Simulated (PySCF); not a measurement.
# doublet [BH3]+: levels of theory compared

We compute a comparison of 6 runs (UB2PLYP/6-31G, UPBE0/6-31G, NEVPT2(3,3)/6-31G, UCISD/6-31G, ROCCSD(T)/6-31G, FCI/6-31G) of doublet [BH3]+. Input form: a Python script.

The calculation is run with PySCF 2.14.0.

12 further runs of the same task are left out: 1 that didn't finish, 11 set aside as unsound or not needed.

**1. The molecule**

The species is [BH3]+ (4 atoms), meant as a doublet with charge +1. SMILES of the parent species: `[H]B([H])[H]`. Geometry: relaxed at GFN2-xTB. That shape belongs to the parent species and isn't relaxed for this state.

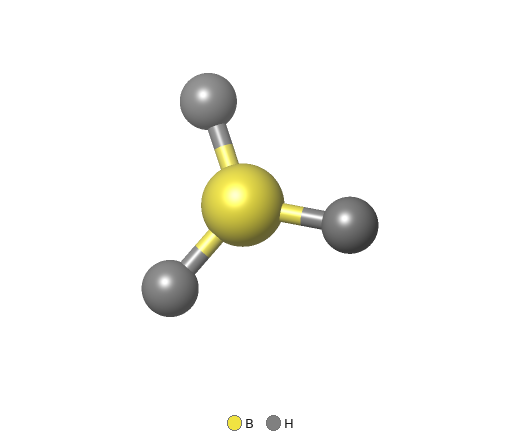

Viewed from a chosen angle; boron yellow, hydrogen grey.

**2. A single-point energy at UB2PLYP/6-31G (run 1)**

job.py reads:

```python
from pyscf import gto, dft, mp

system = gto.Mole()
system.atom = 'B 0.000060 0.000030 -0.001400; H 1.163870 -0.030320 0.015280; H -0.555340 1.023410 -0.018650; H -0.608600 -0.993120 0.004770'
system.spin = 1
system.max_memory = 1860
system.verbose = 3
system.basis = '6-31g'
system.charge = 1
system.build()

mf = dft.UKS(system, xc='0.53*HF + 0.47*B88, 0.73*LYP')
mf.grids.level = 5
mf.conv_tol = 1e-10
mf.kernel()
if not mf.converged:
    mf = mf.newton().run(mf.mo_coeff, mf.mo_occ)

pt = mp.MP2(mf, frozen=1).run()
etot = mf.e_tot + 0.27 * pt.e_corr
print('PT2 part  %.8f' % (0.27 * pt.e_corr))
print('E = %.10f Eh' % etot)
```

The run is started by

```sh
OMP_NUM_THREADS=1 python job.py
```

The log of the run:

```text
converged SCF energy = -26.0434075213287  <S^2> = 0.75718907  2S+1 = 2.0071762
E(UMP2) = -26.097750442444  E_corr = -0.0543429211152962
E(SCS-UMP2) = -26.1049789965257  E_corr = -0.0615714751969871
PT2 part  -0.01467259
E = -26.0580801100 Eh
```

Wall time 4.5 s (1 thread of Arm Neoverse V1, shared host); peak memory 0.18 GiB.

**3. A single-point energy at UPBE0/6-31G (run 2)**

calc.py reads:

```python
from pyscf import gto, dft

mol = gto.M(
    atom='B 0.000060 0.000030 -0.001400; H 1.163870 -0.030320 0.015280; H -0.555340 1.023410 -0.018650; H -0.608600 -0.993120 0.004770',
    spin=1,
    verbose=3,
    max_memory=1860,
    basis='6-31g',
    charge=1,
)

mf = dft.UKS(mol, xc='pbe0')
mf.grids.level = 5
mf.conv_tol = 1e-10
mf.kernel()
if not mf.converged:
    mf = mf.newton().run(mf.mo_coeff, mf.mo_occ)

e_final = mf.e_tot
print('E(%s) = %.9f' % ('PBE0', e_final))
```

The run is started by

```sh
OMP_NUM_THREADS=1 python calc.py
```

The log of the run:

```text
converged SCF energy = -26.0630604840929  <S^2> = 0.75436345  2S+1 = 2.0043587
E(PBE0) = -26.063060484
```

It took 3 s on 1 thread of Arm Neoverse V1, shared host; peak memory 0.18 GiB.

Runs 3 to 5 aren't shown in full; the table further down has their settings and results.

**4. A single-point energy at FCI/6-31G (run 6)**

calc.py reads:

```python
from pyscf import gto, mcscf

system = gto.M(
    atom=[
    ('B', (0.000060, 0.000030, -0.001400)),
    ('H', (1.163870, -0.030320, 0.015280)),
    ('H', (-0.555340, 1.023410, -0.018650)),
    ('H', (-0.608600, -0.993120, 0.004770)),
],
    basis='6-31g',
    charge=1,
    verbose=3,
    spin=1,
    max_memory=1860,
)

calc0 = system.ROHF()
calc0.conv_tol = 1e-10
calc0.kernel()
if not calc0.converged:
    calc0 = calc0.newton().run(calc0.mo_coeff, calc0.mo_occ)

cas = mcscf.CASCI(calc0, calc0.mo_coeff.shape[-1] - 1, (system.nelec[0] - 1, system.nelec[1] - 1))  # full CI above the frozen core
cas.fix_spin_(ss=0.75)
cas.kernel()
e_tot = cas.e_tot
print('E(%s) = %.9f' % ('FCI', e_tot))
```

The run is started by

```sh
OMP_NUM_THREADS=1 python calc.py
```

The log of the run:

```text
converged SCF energy = -25.9083865820821
CASCI E = -25.9723749457962  E(CI) = -8.86594332185860  S^2 = 0.7500000
E(FCI) = -25.972374946
```

Wall time 1.8 s (1 thread of Arm Neoverse V1, shared host); peak memory 0.12 GiB.

**5. All runs side by side**

| run | level | frozen core orbitals | integration grid | energy (Eh) | ⟨S²⟩ | wall time |
| --- | --- | --- | --- | --- | --- | --- |
| 1 | UB2PLYP/6-31G | 1 | 5 | -26.058080 | 0.757 | 4.5 s |
| 2 | UPBE0/6-31G | – | 5 | -26.063060 | 0.754 | 3 s |
| 3 | NEVPT2(3,3)/6-31G | – | – | -25.958912 | – | 0.89 s |
| 4 | UCISD/6-31G | 1 | – | -25.970393 | 0.761 | 0.91 s |
| 5 | ROCCSD(T)/6-31G | 1 | – | -25.972035 | 0.750 | 1 s |
| 6 | FCI/6-31G | 1 | – | -25.972375 | – | 1.8 s |

**6. Summary of results**

| quantity | value |
| --- | --- |
| run 6: total energy | -25.97237 Eh |
| run 6: correlation energy (1 core orbital frozen) | -64.0 mEh |

Against full CI in this basis: UCISD +2.0 mEh; ROCCSD(T) +0.3 mEh. Totals of different functionals can't be ranked against each other. All runs together took 12 s, the longest 4.5 s.
